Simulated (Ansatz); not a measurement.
# doublet GaHCl2O+ at 4 levels

We compute a comparison of 4 runs (UB2PLYP/def2-SVP, UPBE-QIDH/def2-SVP, UMP2/def2-SVP, UBCCD(T)/def2-SVP) of doublet GaHCl2O+. 

The results are computed with Ansatz 0.2.0.

79 further runs of the same task are left out: 79 set aside as unsound or not needed. Runs told in other sessions of the task aren't counted.

**1. Starting point**

GaHCl2O+ has 5 atoms, charge +1, and is taken as a doublet. SMILES of the parent species: `[OH][Ga]([Cl])[Cl]`. The shape is that of a PBE0-D4/def2-TZVP optimisation. That shape belongs to the parent species and isn't relaxed for this state.

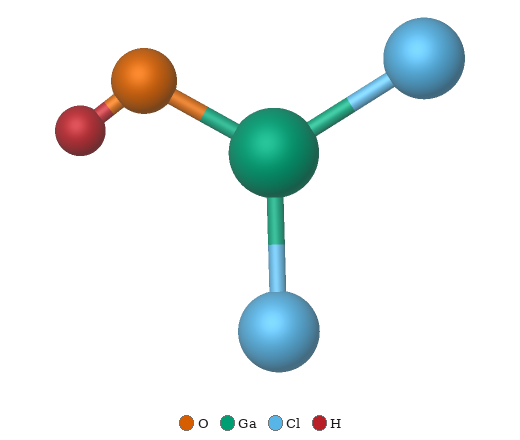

The structure, seen from a chosen angle (oxygen orange, gallium teal, chlorine blue, hydrogen red).

**2. The energy at UB2PLYP/def2-SVP (run 1)**

The input, molecule.yaml:

```yaml
basis:
  gaussian: {orbitals: def2-SVP}
crystal:
  periodic: [false, false, false]
  atoms:
    - symbol: O
      position_ang: [0.254500, 1.354600, 0.245900]
    - symbol: Ga
      position_ang: [0.118500, -0.394500, 0.056800]
    - symbol: Cl
      position_ang: [1.500000, -1.634900, 1.057700]
    - symbol: Cl
      position_ang: [-1.407900, -1.236300, -1.155800]
    - symbol: H
      position_ang: [-0.415200, 1.837400, -0.246000]
magnetization: {spin_polarized: true, initial_magnetization: 1}
accuracy: high
hamiltonian: {xc: {name: B2PLYP}}
total_charge: 1
correlation: {frozen_orbitals: {Cl: 5, Ga: 9, H: 0, O: 1}}
output: {orbitals: {seedname: orbitals}}
```

Run with:

```
$ ansatz run molecule.yaml --threads 1 --pin off --max-ram 3480MiB --events-out events.jsonl --progress --plain --runs-dir runs
```

The log of the run:

```text
Warning: RAYON_NUM_THREADS=1 ignored (pool sized by the plan → 1); use --threads N
Functional definition: B2PLYP
  name "B2PLYP"
  parameter a = 0.53
  parameter c = 0.27
  exchange = (1 - a)*b88_x + a*exact_x
  correlation = (1 - c)*lyp_c + c*(mp2_os + mp2_ss)
1673 factors; integrals over basis functions are off by at most 6.0e-9 eV
mean field evaluation 1: about -79428.9593 eV, gradient 4.6e1 eV
mean field evaluation 2: about -79428.9961 eV, gradient 4.6e1 eV
mean field evaluation 4: about -79436.0012 eV, gradient 1.3e1 eV
mean field evaluation 8: about -79437.0124 eV, gradient 8.2e-1 eV
mean field evaluation 16: about -79437.0261 eV, gradient 3.1e-2 eV
mean field evaluation 32: about -79437.0262 eV, gradient 2.7e-4 eV
mean field evaluation 64: about -79437.0262 eV, gradient 1.8e-7 eV
mean field evaluation 96: about -79437.0215 eV, gradient 2.3e-1 eV
mean field evaluation 128: about -79435.5169 eV, gradient 6.0e0 eV
mean field evaluation 160: about -79437.0736 eV, gradient 2.4e-1 eV
mean field -79437.08452819 eV, -2919.2590120214 hartree, gradient 3.0e-8 eV, S^2 0.761520; 14 other end points of the search recorded, 0 dependent functions left out
20 core orbitals not correlated: weight in the atoms' cores, before any rotation towards them, 1.000 or more for the frozen orbitals, at most 0.000 for the correlated occupied ones
reference -79437.08455081 eV, -2919.2590128525 hartree; 17, 16 occupied and 50, 51 virtual orbitals, 1673 factors
second order -20.90285156 eV of doubles, -0.00000000 eV of singles
Total energy: -79442.72832073 eV, -2919.4664175716 hartree
```

Wall time 85 s (1 thread of Arm Neoverse V2, shared host); peak memory 0.61 GiB.

**3. A single-point energy at UPBE-QIDH/def2-SVP (run 2)**

The input, job.yaml:

```yaml
crystal:
  periodic: [false, false, false]
  atoms:
    - {symbol: O, position_ang: [0.254500, 1.354600, 0.245900]}
    - {symbol: Ga, position_ang: [0.118500, -0.394500, 0.056800]}
    - {symbol: Cl, position_ang: [1.500000, -1.634900, 1.057700]}
    - {symbol: Cl, position_ang: [-1.407900, -1.236300, -1.155800]}
    - {symbol: H, position_ang: [-0.415200, 1.837400, -0.246000]}
basis:
  gaussian:
    orbitals: def2-SVP
total_charge: 1
magnetization:
  spin_polarized: true
  initial_magnetization: 1
hamiltonian:
  xc: {name: PBE-QIDH}
correlation:
  frozen_orbitals: {Cl: 5, Ga: 9, H: 0, O: 1}
accuracy: high
output:
  orbitals: {seedname: orbitals}
```

Run with:

```
$ ansatz run job.yaml --threads 1 --pin off --max-ram 3480MiB --events-out events.jsonl --progress --plain --runs-dir runs
```

The log of the run, cut to the lines that bear on the results:

```text
Warning: RAYON_NUM_THREADS=1 ignored (pool sized by the plan → 1); use --threads N
Functional definition: PBE-QIDH
  name "PBE-QIDH"
[...]
1673 factors; integrals over basis functions are off by at most 6.0e-9 eV
[...]
mean field -79423.08946658 eV, -2918.7447029934 hartree, gradient 2.4e-8 eV, S^2 0.755529; 9 other end points of the search recorded, 0 dependent functions left out
20 core orbitals not correlated: weight in the atoms' cores, before any rotation towards them, 1.000 or more for the frozen orbitals, at most 0.000 for the correlated occupied ones
reference -79423.08946760 eV, -2918.7447030307 hartree; 17, 16 occupied and 50, 51 virtual orbitals, 1673 factors
second order -18.75175455 eV of doubles, -0.00000000 eV of singles
Total energy: -79429.34005245 eV, -2918.9744077871 hartree
```

It took 46 s on 1 thread of Arm Neoverse V2, shared host; peak memory 0.51 GiB.

Run 3 isn't shown in full; the table further down has it.

**4. A single-point energy at UBCCD(T)/def2-SVP (run 4)**

The input, molecule.yaml:

```yaml
crystal:
  periodic: [false, false, false]
  atoms:
    - symbol: O
      position_ang: [0.254500, 1.354600, 0.245900]
    - symbol: Ga
      position_ang: [0.118500, -0.394500, 0.056800]
    - symbol: Cl
      position_ang: [1.500000, -1.634900, 1.057700]
    - symbol: Cl
      position_ang: [-1.407900, -1.236300, -1.155800]
    - symbol: H
      position_ang: [-0.415200, 1.837400, -0.246000]
basis:
  gaussian: {orbitals: def2-SVP}
total_charge: 1
magnetization: {spin_polarized: true, initial_magnetization: 1}
correlation: {method: bccd_t, frozen_orbitals: {Cl: 5, Ga: 9, H: 0, O: 1}}
accuracy: high
scf: {omitted_lower_state_checks: [cluster_reference, increment]}
```

Run with:

```
$ ansatz run molecule.yaml --threads 1 --pin off --max-ram 3480MiB --events-out events.jsonl --progress --plain --runs-dir runs
```

The log of the run:

```text
Warning: RAYON_NUM_THREADS=1 ignored (pool sized by the plan → 1); use --threads N
[... 19 lines left out ...]
20 core orbitals not correlated: weight in the atoms' cores, before any rotation towards them, 1.000 or more for the frozen orbitals, at most 0.000 for the correlated occupied ones
[... 67 lines left out ...]
Total energy: -79389.40540239 eV, -2917.5068364661 hartree
Checks for a lower state left out: cluster_reference, increment
```

Wall time 3.4 min (1 thread of Arm Neoverse V2, shared host); peak memory 1 GiB.

**5. Overview of the runs**

```
run               level   energy (Eh)   ⟨S²⟩  wall time
  1    UB2PLYP/def2-SVP  -2919.466418  0.762       85 s
  2  UPBE-QIDH/def2-SVP  -2918.974408  0.756       46 s
  3       UMP2/def2-SVP  -2917.457970  0.756       34 s
  4   UBCCD(T)/def2-SVP  -2917.506836  0.756    3.4 min
```

**6. What came out**

| quantity | value |
| --- | --- |
| run 4: total energy | -2917.50684 Eh |
| run 4: correlation energy (20 core orbitals frozen) | -654.2 mEh |
| run 4: (T) correction | -23.00 mEh |
| run 4: ⟨S²⟩ of the reference determinant | 0.756 |

In words: Totals of different functionals can't be ranked against each other. All runs together took 6.1 min, the longest 3.4 min.
